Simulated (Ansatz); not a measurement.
The starting structures come from a database of crystals and need not be the phases stable at ambient conditions.

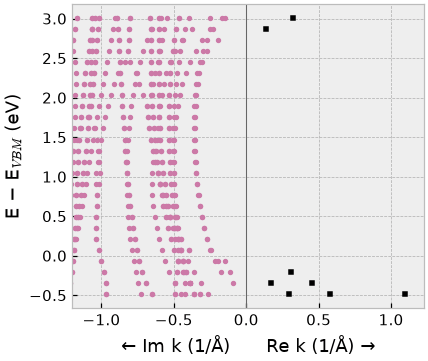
*Complex bands at the centre of the two-dimensional zone; r2SCAN (Ansatz, a first-principles code)*

No gap correction and no spin-orbit coupling; mid-gap is the computed energy nearest the middle.

**Question.** This is BaTi(BO$_{3}$)$_{2}$ (R-3, 10 atoms a cell, 12.5 Å³ an atom, -5 GPa at this level) along the normal of (110). Read off the slowest decay at the centre of the two-dimensional zone at 1.47 eV, the computed energy nearest the middle of the gap.

**Answer.** κ ≈ 0.35 1/Å, a decay length 1/(2κ) of the density of 1.4 Å.
